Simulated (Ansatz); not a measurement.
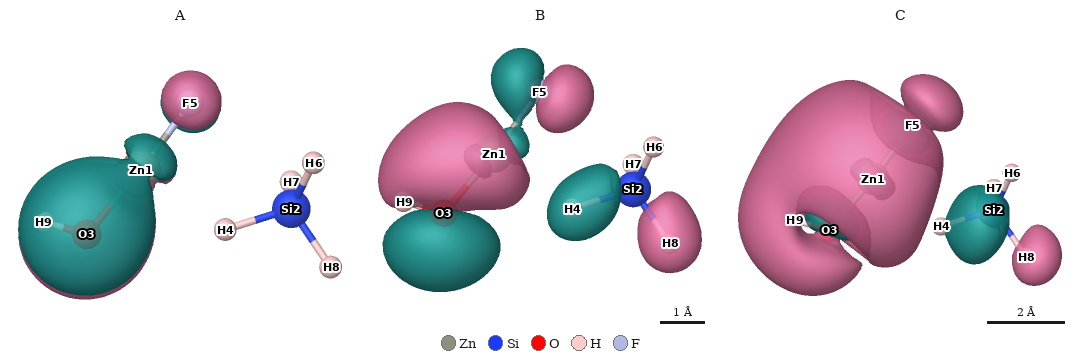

*FHOZn···SiH4. Three frontier orbitals at ±0.05 Å⁻³ᐟ² (teal and pink are the two phases), in no order.*

These are results of RKS PBE0-D4/def2-mTZVP in Ansatz, not measurements.

Input file:

```
crystal:
  periodic: [false, false, false]
  atoms:
    - { symbol: Zn, position_ang: [-1.520819, -0.967432, -0.466887] }
    - { symbol: Si, position_ang: [1.244804, 1.235061, 0.35442] }
    - { symbol: O, position_ang: [-1.024418, -2.621896, -0.084174] }
    - { symbol: H, position_ang: [0.015587, 0.554557, -0.004356] }
    - { symbol: F, position_ang: [-2.007243, 0.695263, -0.842344] }
    - { symbol: H, position_ang: [0.936337, 2.225467, 1.415837] }
    - { symbol: H, position_ang: [1.768789, 1.915592, -0.855878] }
    - { symbol: H, position_ang: [2.241794, 0.254156, 0.854669] }
    - { symbol: H, position_ang: [-1.654932, -3.290768, -0.371288] }
basis:
  gaussian: { orbitals: def2-mTZVP }
hamiltonian:
  xc: pbe0
  dispersion: d4
relax:
  f_tol: 0.03
  max_steps: 50
output:
  orbitals: {}
```

Launched as:

```sh
ansatz run input.yaml --threads 2 --pin off --max-ram 3072MiB --backend cpu --events-out ev --progress --plain --runs-dir out
```

The fields are those of the relaxed geometry.

### Which picture is the HOMO−1, the HOMO and the LUMO?

B is the HOMO−1 (−9.16 eV). Its weight (Hirshfeld) is mainly on O3 (about 65 %), Zn1 (about 15 %) and F5 (about 10 %). A is the HOMO (−8.39 eV). It lies mainly on O3 (about 80 %) and Zn1 (about 10 %); largely a lone pair of O3. C is the LUMO (−1.12 eV). Its weight (Hirshfeld) is mainly on Zn1 (about 55 %), O3 (about 15 %), F5 (about 10 %), H9 (about 5 %) and Si2 (about 5 %).

### What is the HOMO–LUMO gap?

7.27 eV between the orbital energies.
